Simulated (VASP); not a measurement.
**Te with r2SCAN + rVV10: from relaxation to properties**

Aim: relax Te with r2SCAN + rVV10, compute its properties on that cell and hold them against experiment. The steps: full relaxation (r2SCAN + rVV10), second relaxation, density, ELF and potential (r2SCAN + rVV10), bands along the symmetry lines (r2SCAN + rVV10), density of states (r2SCAN + rVV10), zone-centre phonons (r2SCAN + rVV10), optical spectrum (r2SCAN + rVV10), band structure (r2SCAN + rVV10 + SOC), band structure (HSE06), bands along the symmetry lines (TB-mBJ) and bands along the symmetry lines (r2SCAN + rVV10), changed input. The start is a cell from a database of measured crystal structures.

Main program and level: VASP 6.6.1; r2SCAN with rVV10; plane waves and PAW (Te), in the first sound run; inputs show where later runs differ.

**Measured values to reproduce.**

“Influence of Deposition Method on the Structural and Optical Properties of Ge2Sb2Te5” (2021, pmc:8269865) reports for Te, hexagonal (trigonal), by Raman, 633 nm (bulk reference, 300 K): Raman mode (A1 mode) 120 cm⁻¹ [bulk reference sample; assignment from literature].

This is a report of a sequence of runs, with most program output left out.

## (1) Set-up

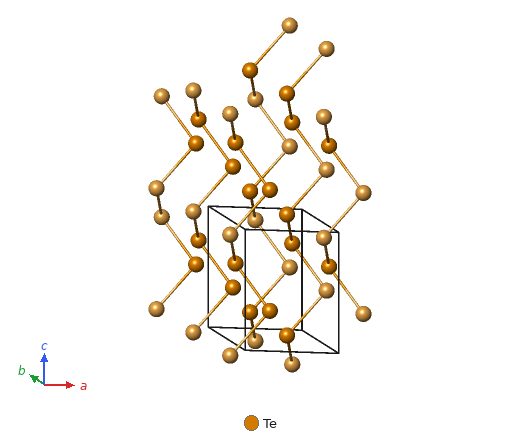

The cell as given, slightly off an axis (tellurium orange). 1×2×2 cells are drawn. Some periodic images of atoms are drawn too.

Structure file:

```
Te
1.0
     4.45720    0.00000    0.00000
    -2.22860    3.86005    0.00000
     0.00000    0.00000    5.92900
Te
3
Direct
  0.26330 0.00000 0.33333
  0.00000 0.26330 0.66667
  0.73670 0.73670 0.00000
```

## (2) Full relaxation (r2SCAN + rVV10)

Properties are meant for the cell that this level of theory prefers, so cell and atoms are relaxed first (ISIF = 3) until forces and stress are small; EDIFFG sets the threshold. r2SCAN adds the kinetic-energy density, costs more than a GGA and is run with LASPH. LUSE_VDW switches on a nonlocal correlation term for dispersion.

INCAR

```
SYSTEM = Te
PREC = Accurate
ENCUT = 400
EDIFF = 1E-06
NELM = 100
ISMEAR = 0
SIGMA = 0.05
LREAL = .FALSE.
ALGO = Normal
METAGGA = R2SCAN
LUSE_VDW = .TRUE.
IVDW_NL = 2
BPARAM = 11.95
CPARAM = 0.0093
LASPH = .TRUE.
NBANDS = 15
LORBIT = 11
LWAVE = .FALSE.
LCHARG = .FALSE.
KPAR = 2
IBRION = 2
NSW = 60
ISIF = 3
EDIFFG = -0.01
```

POSCAR

```
Te
1.0
    4.4572000000      0.0000000000      0.0000000000
   -2.2286000000      3.8600484297      0.0000000000
    0.0000000000      0.0000000000      5.9290000000
Te
3
Direct
    0.2633000000      0.0000000000      0.3333333333
    0.0000000000      0.2633000000      0.6666666667
    0.7367000000      0.7367000000      0.0000000000
```

KPOINTS

```
Automatic mesh
0
Gamma
6 6 4
0 0 0
```

PAW data sets: Te (PBE family, release 64).

Command:

```sh
mpirun -np 2 vasp_std
```

It took 4.5 min on 2 MPI ranks of Intel Xeon 6975P-C (Granite Rapids), shared host; peak memory 0.67 GiB.

The gap is read on the k-mesh alone, so it is an upper bound where the band edges lie off the mesh. The PAW data sets were made with PBE, which is usual practice but a small mismatch for other functionals. The run keeps the 6 symmetry operations of its start, so it cannot find a distortion of lower symmetry.

Step by step:

```tsv
step	energy less that of the first step (eV)	largest force (eV/Å)	pressure (GPa)	volume (Å³)
1	0.0000	0.1213	0.83	102.01
2	-0.0014	0.0684	-0.65	104.62
3	-0.0043	0.0147	0.00	103.43
4	-0.0043	0.0128	0.00	103.45
5	-0.0035	0.0285	-0.34	104.04
6	-0.0042	0.0106	-0.03	103.48
7	-0.0043	0.0076	-0.03	103.48
8	-0.0044	0.0037	-0.03	103.48
```

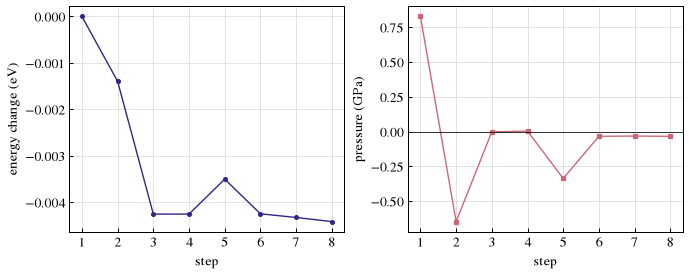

Energy and pressure along the relaxation.

```tsv
conventional cell, symmetrised	before	after	change
a (Å)	4.457	4.483	+0.6 %
b (Å)	4.457	4.483	+0.6 %
c (Å)	5.929	5.945	+0.3 %
volume (Å³/atom)	34.00	34.49	+1.4 %
```

The relaxed structure:

```cif
data_structure
_symmetry_space_group_name_H-M 'P 1'
_symmetry_Int_Tables_number 1
_cell_length_a 4.4833
_cell_length_b 4.4833
_cell_length_c 5.9449
_cell_angle_alpha 90.000
_cell_angle_beta 90.000
_cell_angle_gamma 120.000
_cell_volume 103.48
loop_
_atom_site_label
_atom_site_type_symbol
_atom_site_fract_x
_atom_site_fract_y
_atom_site_fract_z
_atom_site_occupancy
Te1 Te 0.26466 0.00000 0.33333 1
Te2 Te 0.00000 0.26466 0.66667 1
Te3 Te 0.73534 0.73534 0.00000 1
```

Numbers from this step:

```yaml
electrons: 18
bands: 15
irreducible_k_points: 24
symmetry_operations: 6
free_energy_toten: -75.7361 eV
fermi_energy: 5.744 eV
pressure: -0.03383 GPa
metallic: no
valence_top_at_k: 0.3333, 0.3333, 0.5
conduction_bottom_at_k: 0.3333, 0.3333, 0.5
least_direct_gap_at_k: 0.3333, 0.3333, 0.5
scf_cycles_over_all_ionic_steps: 50
gap_on_the_k_mesh: 0.3361 eV
least_direct_gap_on_the_k_mesh: 0.3361 eV
```

It ends with a largest force of 0.004 eV/Å and a pressure of -0.03 GPa. The volume lies +1.4 % from that of the database's start.

## (3) Second relaxation

The basis stayed that of the start cell while the cell moved. A rerun from the cell reached resets it; the error of the finite cutoff stays.

INCAR is that of step 2.

POSCAR

```
Te
1.0
    4.4833029524      0.0000000000      0.0000000000
   -2.2416514762      3.8826542496      0.0000000000
    0.0000000000      0.0000000000      5.9449296644
Te
3
Direct
    0.2646617998      0.0000000000      0.3333333333
    0.0000000000      0.2646617998      0.6666666667
    0.7353382002      0.7353382002      0.0000000000
```

KPOINTS is that of step 2.

Command:

```sh
mpirun -np 2 vasp_std
```

Wall time 50 s (2 MPI ranks); peak memory 0.65 GiB.

Little changed from the start: no atom moved by 0.005 Å and no cell edge by 0.1 %.

Numbers from this step:

```yaml
free_energy_toten: -75.7364 eV
pressure: -0.03140 GPa
scf_cycles_over_all_ionic_steps: 12
gap_on_the_k_mesh: 0.3360 eV
least_direct_gap_on_the_k_mesh: 0.3360 eV
```

It ends with a largest force of 0.003 eV/Å and a pressure of -0.03 GPa. The volume moved by under 0.01 %: the run met its threshold at the first step.

## (4) Density, ELF and potential (r2SCAN + rVV10)

A single point on the relaxed cell gives a clean self-consistent state, with density, ELF and potential written out.

Changes to INCAR since step 3:

```diff
@@ -18,7 +18,5 @@
 LWAVE = .FALSE.
-LCHARG = .FALSE.
-KPAR = 2
-IBRION = 2
-NSW = 60
-ISIF = 3
-EDIFFG = -0.01
+LCHARG = .TRUE.
+ISIF = 2
+LELF = .TRUE.
+LVHAR = .TRUE.
```

POSCAR is that of step 3.

KPOINTS is that of step 3.

Command:

```sh
mpirun -np 2 vasp_std
```

Elapsed: 40 s, on 2 MPI ranks; peak memory 0.47 GiB.

Numbers from this step:

```yaml
scf_cycles: 12
bands: 16
pressure: -0.03153 GPa
gap_on_the_k_mesh: 0.3361 eV
least_direct_gap_on_the_k_mesh: 0.3361 eV
```

Valence electrons inside each PAW sphere by angular momentum. Sphere charges, by row:

```tsv
atom	s (e)	p (e)	d (e)	tot (e)
Te1	1.435	1.836	0.043	3.314
Te2	1.435	1.836	0.043	3.314
Te3	1.435	1.836	0.043	3.314
```

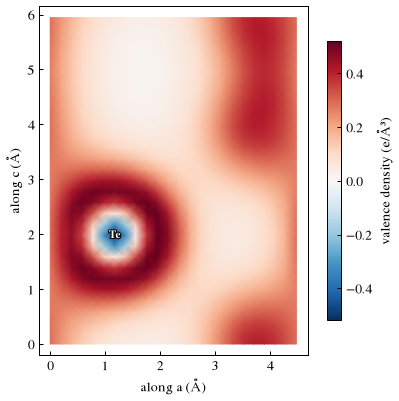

Valence density in the ac plane at fractional y = 0.000, with atoms of Te within 0.2 Å of it. It is the smooth field of the valence electrons, not physical close to the nuclei.

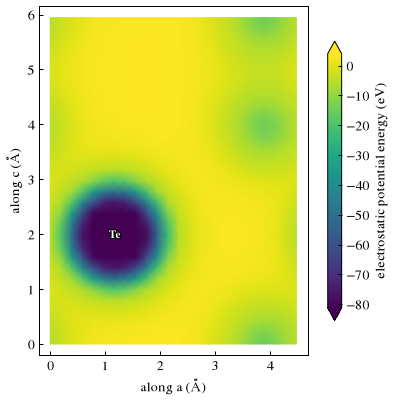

Electrostatic potential energy in the ac plane at fractional y = 0.000, with atoms of Te within 0.2 Å of it. With pseudopotentials it is smooth inside the atoms' cores, unlike the true potential.

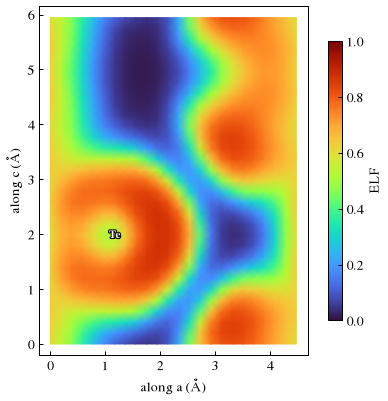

ELF in the ac plane at fractional y = 0.000, with atoms of Te within 0.2 Å of it. It is the smooth field of the valence electrons, not physical close to the nuclei.

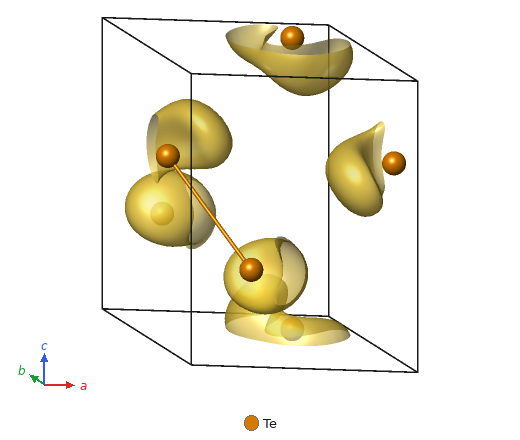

Surface of ELF = 0.85. Bonds to atoms that aren't drawn are left out.

In this run the pressure is -0.03 GPa, small enough to go on.

## (5) Bands along the symmetry lines (r2SCAN + rVV10)

The mesh alone shows little of the dispersion and can miss band extrema, so KPOINTS_OPT adds a path through the symmetry points after the self-consistent cycle.

Changes to INCAR since step 4:

```diff
@@ -15,8 +15,6 @@
 LASPH = .TRUE.
-NBANDS = 15
+NBANDS = 22
 LORBIT = 11
 LWAVE = .FALSE.
-LCHARG = .TRUE.
-ISIF = 2
-LELF = .TRUE.
-LVHAR = .TRUE.
+LCHARG = .FALSE.
+KPAR = 2
```

POSCAR is that of step 4.

KPOINTS is that of step 4.

KPOINTS_OPT

```
Line mode
16
Line-mode
Reciprocal
  0.00000000   0.00000000   0.00000000 GAMMA
  0.50000000   0.00000000   0.00000000 M

  0.50000000   0.00000000   0.00000000 M
  0.33333333   0.33333333   0.00000000 K

  0.33333333   0.33333333   0.00000000 K
  0.00000000   0.00000000   0.00000000 GAMMA

  0.00000000   0.00000000   0.00000000 GAMMA
  0.00000000   0.00000000   0.50000000 A

  0.00000000   0.00000000   0.50000000 A
  0.50000000   0.00000000   0.50000000 L

  0.50000000   0.00000000   0.50000000 L
  0.33333333   0.33333333   0.50000000 H

  0.33333333   0.33333333   0.50000000 H
  0.00000000   0.00000000   0.50000000 A

  0.50000000   0.00000000   0.50000000 L
  0.50000000   0.00000000   0.00000000 M

  0.33333333   0.33333333   0.00000000 K
  0.33333333   0.33333333   0.50000000 H
```

Command:

```sh
mpirun -np 2 vasp_std
```

Run time: 2.6 min. Hardware: 2 MPI ranks; peak memory 0.66 GiB; 5.1 min of CPU time.

Spin-orbit coupling is off here; with elements this heavy it splits and shifts levels by tenths of an eV or more.

This step gave:

```yaml
bands: 22
pressure: -0.03202 GPa
least_gap_on_mesh_and_path: 0.3052 eV
least_direct_gap_on_mesh_and_path: 0.3361 eV
valence_top_at_k: 0.3333, 0.3333, 0.4667
```

The electronic bands at the labelled points (eV, zero at the valence-band top; v1 is the highest filled band, c1 the lowest empty one):

```tsv
point	v4	v3	v2	v1	c1	c2	c3	c4
Γ	-2.89	-1.74	-1.74	-0.85	1.11	1.11	1.76	5.29
M	-3.69	-3.57	-1.16	-0.90	1.04	1.14	3.31	3.91
K	-3.14	-3.14	-2.97	-2.73	3.00	3.00	3.34	5.15
Γ	-2.89	-1.74	-1.74	-0.85	1.11	1.11	1.76	5.29
A	-2.81	-1.45	-1.13	-1.13	0.58	0.72	0.72	4.40
L	-3.77	-2.48	-2.14	-0.22	0.89	2.05	2.70	4.87
H	-5.14	-1.11	-0.03	-0.03	0.31	1.54	1.54	6.20
A	-2.81	-1.45	-1.13	-1.13	0.58	0.72	0.72	4.40
jump to L	-3.77	-2.48	-2.14	-0.22	0.89	2.05	2.70	4.87
M	-3.69	-3.57	-1.16	-0.90	1.04	1.14	3.31	3.91
jump to K	-3.14	-3.14	-2.97	-2.73	3.00	3.00	3.34	5.15
H	-5.14	-1.11	-0.03	-0.03	0.31	1.54	1.54	6.20
```

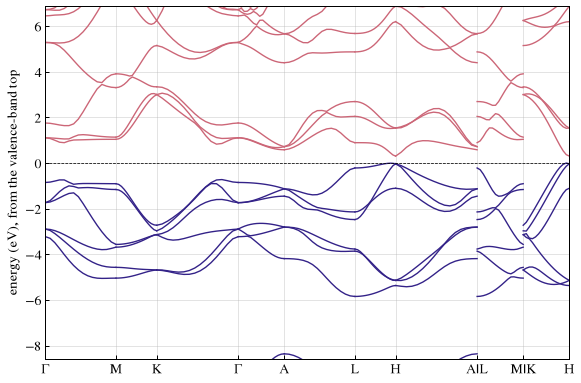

Electronic bands along the path; lines of filled and empty bands in two colours.

The path lowers the gap by 0.03 eV against the mesh alone, so a band edge lies off the mesh.

## (6) Density of states (r2SCAN + rVV10)

A density of states needs more k-points than a total energy; ISMEAR = -5 takes tetrahedra, and LORBIT projects the states on the PAW spheres. The mesh is finer than in the run before.

Changes to INCAR since step 5:

```diff
@@ -5,3 +5,3 @@
 NELM = 100
-ISMEAR = 0
+ISMEAR = -5
 SIGMA = 0.05
@@ -20 +20,2 @@
 KPAR = 2
+NEDOS = 2001
```

POSCAR is that of step 5.

KPOINTS

```
Automatic mesh
0
Gamma
9 9 6
0 0 0
```

Command:

```sh
mpirun -np 2 vasp_std
```

It took 1.7 min on 2 MPI ranks; peak memory 0.72 GiB.

Numbers from this step:

```
irreducible k-points : 62
free energy (TOTEN)  : -75.7400 eV
Fermi energy         : 5.588 eV
pressure             : -0.04924 GPa
valence top at k     : 0.3333, 0.3333, 0.5
```

The density of states has structure finer than the step of the table below, so its rows give means over 1 eV, whole bins alone (the curve runs from -12.0 to 6.7 eV). Peaks (eV: height): total -4.7: 4.22, -3.6: 3.66, -1.1: 3.46, 1.2: 3.89; Te p -4.7: 1.84, -1.1: 1.65, 1.2: 1.84, 1.9: 1.68; Te s -11.4: 1.17, -10.2: 1.91; Te d 1.2: 0.104, 4.9: 0.321, 6.2: 0.368.

States under -12.0 eV and over 6.7 eV are left out. Table of density of states by energy, zero at the valence-band top; means over each step; values in states/eV/cell:

```tsv
energy (eV)	total	Te p	Te s	Te d
-11	0.900	0.0269	0.596	0.00233
-10	1.55	0.0430	1.07	0.00319
-9	0.300	0.00749	0.224	2.0e-4
-8	0.00369	3.8e-5	0.00294	0
-7	0	0	0	0
-6	0.135	0.0534	0.00133	3.5e-4
-5	2.37	1.00	0.0306	0.0137
-4	2.43	1.07	0.0663	0.0172
-3	1.76	0.777	0.0615	0.0154
-2	2.39	1.06	0.0787	0.0309
-1	2.70	1.29	0.0943	0.0364
0	0.272	0.135	0.0128	0.00386
1	2.10	0.998	0.0916	0.0544
2	2.69	1.39	0.0543	0.0814
3	1.20	0.678	0.0143	0.0347
4	0.695	0.106	0.00291	0.0808
5	1.57	0.128	0.00564	0.220
6	1.81	0.130	0.0107	0.303
```

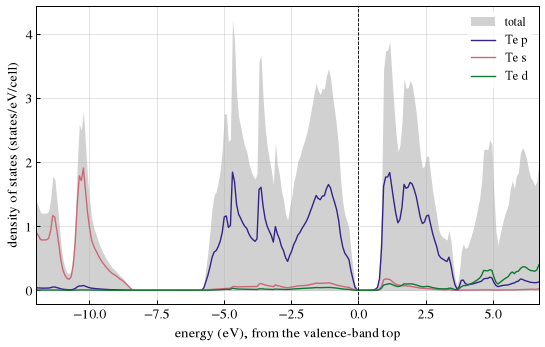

Density of states against energy.

The gap on this mesh is 0.34 eV. In the top eV of the valence band the largest shares in the PAW spheres are Te p 49 %; in the lowest eV of the conduction band, Te p 47 %. The rest lies in smaller channels or between the spheres.

## (7) Zone-centre phonons (r2SCAN + rVV10)

Zone-centre modes test whether the atoms sit at a minimum within this cell. IBRION = 6 takes the force constants from differences of forces between displaced cells, so the forces must be tight.

INCAR

```
SYSTEM = Te
PREC = Accurate
ENCUT = 400
EDIFF = 1E-08
NELM = 100
ISMEAR = 0
SIGMA = 0.05
LREAL = .FALSE.
ALGO = Normal
METAGGA = R2SCAN
LUSE_VDW = .TRUE.
IVDW_NL = 2
BPARAM = 11.95
CPARAM = 0.0093
LASPH = .TRUE.
NBANDS = 15
LORBIT = 11
LWAVE = .FALSE.
LCHARG = .FALSE.
KPAR = 2
IBRION = 6
NFREE = 2
POTIM = 0.015
ISIF = 2
NSW = 1
```

POSCAR is that of step 6.

KPOINTS

```
Automatic mesh
0
Gamma
6 6 4
0 0 0
```

Command:

```sh
mpirun -np 2 vasp_std
```

Wall time 7.9 min (2 MPI ranks); peak memory 0.74 GiB.

The last energy, forces, stress and levels in OUTCAR belong to the last displaced cell, not to the cell of POSCAR.

Numbers from this step:

- bands: 15
- irreducible k-points: 24
- pressure of the cell: -0.03295 GPa
- largest force of the cell: 0.003922 eV/Å

Transverse limit, no LO-TO splitting. Modes at Γ:

```tsv
mode	frequency (cm⁻¹)	symmetry
1	-0.1	acoustic
2	0.0	acoustic
3	0.0	acoustic
4	87.1	A2
5	87.7	E
6	87.7	E
7	119.0	A1
8	137.6	E
9	137.6	E
```

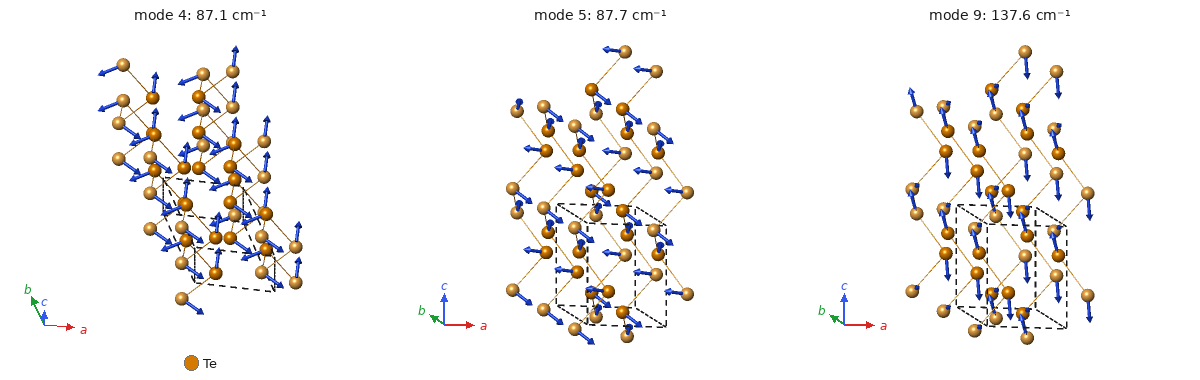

Displacement patterns of modes 4, 5 and 9 at Γ; arrows are exaggerated. 1×2×2 cells are drawn. Some periodic images of atoms are drawn too.

The three acoustic modes lie within 0.1 cm⁻¹ of zero, and all others are real. By the characters of their eigenvectors the optical modes sort into (cm⁻¹) Raman active: E 88, A1 119, E 138; infrared active: A2 87, E 88, E 138.

## (8) Optical spectrum (r2SCAN + rVV10)

LOPTICS sums transitions from filled to empty bands. The mesh is finer than in the run before. NBANDS is raised for it.

INCAR

```
SYSTEM = Te
PREC = Accurate
ENCUT = 400
EDIFF = 1E-06
NELM = 100
ISMEAR = 0
SIGMA = 0.05
LREAL = .FALSE.
ALGO = Normal
METAGGA = R2SCAN
LUSE_VDW = .TRUE.
IVDW_NL = 2
BPARAM = 11.95
CPARAM = 0.0093
LASPH = .TRUE.
NBANDS = 33
LORBIT = 11
LWAVE = .FALSE.
LCHARG = .FALSE.
KPAR = 2
LOPTICS = .TRUE.
NEDOS = 1500
CSHIFT = 0.1
```

POSCAR is that of step 7.

KPOINTS

```
Automatic mesh
0
Gamma
9 9 6
0 0 0
```

Command:

```sh
mpirun -np 2 vasp_std
```

It took 2.6 min on 2 MPI ranks; peak memory 0.75 GiB; 4.7 min of CPU time.

With so small a gap the low-energy part of the spectrum hangs on the few k-points near the gap and is not converged. These are independent-particle spectra without excitons or local fields, and fine structure depends on the mesh and on CSHIFT.

Numbers from this step:

* bands: 33
* irreducible k-points: 62
* Fermi energy: 5.744 eV
* pressure: -0.04921 GPa

The imaginary dielectric function has structure finer than the step of the table below, so its rows give means over 1 eV, whole bins alone (the curve runs from 0 to 25.0 eV). Peaks (eV: height): xx 0.4: 23.7, 2.1: 46.9; zz 1.4: 59.6, 1.9: 73.4.

Table of imaginary dielectric function by photon energy; means over each step:

```tsv
photon energy (eV)	xx	zz
1	13.9	31.4
2	35.0	50.8
3	12.5	15.2
4	3.73	5.53
5	3.09	4.32
6	3.10	3.56
7	5.29	3.66
8	5.52	2.60
9	3.33	2.44
10	2.33	1.52
11	1.54	1.11
12	1.15	0.887
13	0.927	0.632
14	0.860	0.665
15	0.679	0.648
16	0.431	0.414
17	0.317	0.261
18	0.215	0.190
19	0.148	0.131
20	0.1000	0.0970
21	0.0635	0.0623
22	0.0379	0.0391
23	0.0205	0.0223
24	0.0114	0.0116
```

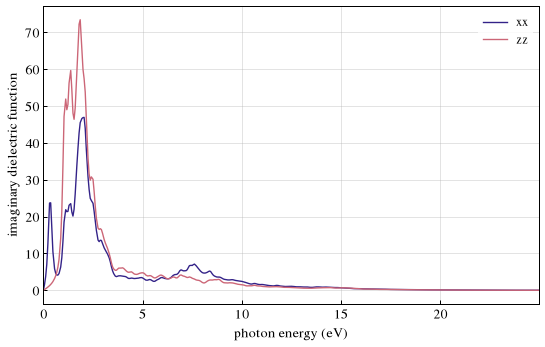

Imaginary dielectric function, plotted against photon energy.

The real dielectric function by photon energy:

```tsv
photon energy (eV)	xx	zz
0	41.0	43.0
2	5.80	-11.3
4	-3.15	-6.44
6	1.17	-2.42
8	-1.61	-2.01
10	-1.82	-1.67
12	-1.02	-0.906
14	-0.525	-0.277
16	-0.385	-0.356
18	-0.0592	-0.00545
20	0.150	0.198
22	0.335	0.354
24	0.470	0.480
```

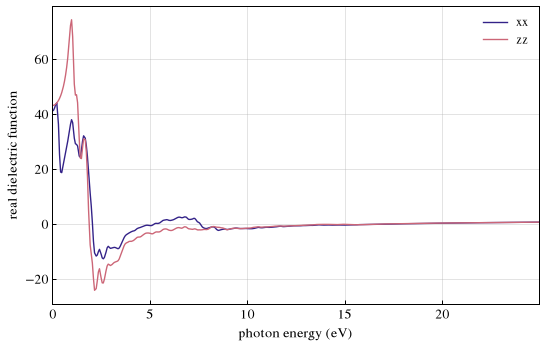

Real dielectric function against photon energy.

The mean of ε2 over directions passes 5 % of its top at 0.17 eV, against a least direct gap of 0.34 eV on this mesh; what lies under the gap is the tail of the broadening by CSHIFT.

## (9) Band structure (r2SCAN + rVV10 + SOC)

This step: r2SCAN with rVV10, spin-orbit coupling; plane waves and PAW (Te) (VASP 6.6.1).

Levels along the symmetry lines show where the bands peak and cross; KPOINTS_OPT computes them in the converged potential. Spin-orbit coupling needs spinors and the noncollinear program, where each band holds one electron.

Changes to INCAR since step 8:

```diff
@@ -15,3 +15,7 @@
 LASPH = .TRUE.
-NBANDS = 33
+LNONCOLLINEAR = .TRUE.
+MAGMOM = 0 0 0 0 0 0 0 0 0
+NBANDS = 30
+GGA_COMPAT = .FALSE.
+LSORBIT = .TRUE.
 LORBIT = 11
@@ -20,4 +24 @@
 KPAR = 2
-LOPTICS = .TRUE.
-NEDOS = 1500
-CSHIFT = 0.1
```

POSCAR is that of step 8.

KPOINTS

```
Automatic mesh
0
Gamma
5 5 3
0 0 0
```

KPOINTS_OPT is that of step 5.

Command:

```sh
mpirun -np 2 vasp_ncl
```

Wall time 9.7 min (2 MPI ranks); peak memory 1.1 GiB.

This step gave:

* SCF cycles: 14
* bands: 30
* irreducible k-points: 16
* free energy (TOTEN): -76.0591 eV
* Fermi energy: 5.539 eV
* pressure: 0.2493 GPa
* least gap on mesh and path: 0.1311 eV
* least direct gap on mesh and path: 0.1311 eV

On-site spin-orbit energy by atom:

```tsv
atom	on-site spin-orbit energy (eV)
Te1	-0.218
Te2	-0.218
Te3	-0.218
```

Electronic bands along the path, in eV, zero at the valence-band top; v1 is the highest filled band, c1 the lowest empty one:

```tsv
point	v4	v3	v2	v1	c1	c2	c3	c4
Γ	-1.88	-1.88	-1.02	-1.02	0.58	0.58	1.16	1.16
M	-1.37	-1.37	-1.10	-1.10	0.87	0.87	0.98	0.98
K	-3.19	-3.16	-2.81	-2.81	2.71	2.75	2.91	2.91
Γ	-1.88	-1.88	-1.02	-1.02	0.58	0.58	1.16	1.16
A	-1.45	-1.45	-1.18	-1.18	0.34	0.34	0.51	0.51
L	-2.32	-2.32	-0.37	-0.37	0.71	0.71	1.75	1.75
H	-0.37	-0.37	-0.12	0.00	0.13	0.13	1.25	1.30
A	-1.45	-1.45	-1.18	-1.18	0.34	0.34	0.51	0.51
jump to L	-2.32	-2.32	-0.37	-0.37	0.71	0.71	1.75	1.75
M	-1.37	-1.37	-1.10	-1.10	0.87	0.87	0.98	0.98
jump to K	-3.19	-3.16	-2.81	-2.81	2.71	2.75	2.91	2.91
H	-0.37	-0.37	-0.12	0.00	0.13	0.13	1.25	1.30
```

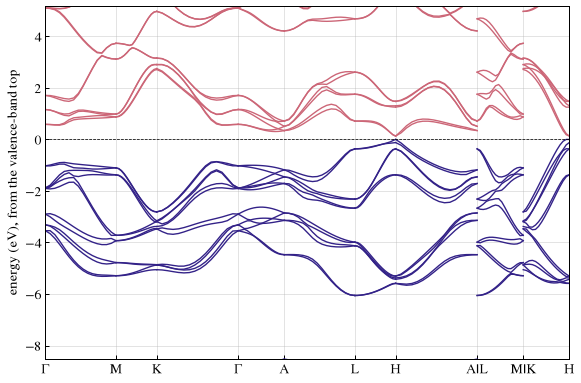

Electronic bands along the path; lines of filled and empty bands in two colours.

The gap moves by -0.17 eV against r2SCAN with rVV10, which ran on another mesh.

The path shows a direct gap of 0.13 eV (valence top at H, conduction bottom at H).

(Continued in part 2 of 2.)

[Lines on the potential files, build, host, timing and source positions are cut from VASP's logs without a mark.]

[Logs are printed without paths, hosts, clocks, repeated set-up lines and the standing remarks that a program may print on its own settings, such as how far it seeks lower states.]

[Hosts, paths, dates, database ids (printed as entryN), source tags and the programs' standing remarks are cut or masked in the printed files.]

[Measured values are set beside computed ones only where the two were judged alike; some that the calculation misses by far are left out.]
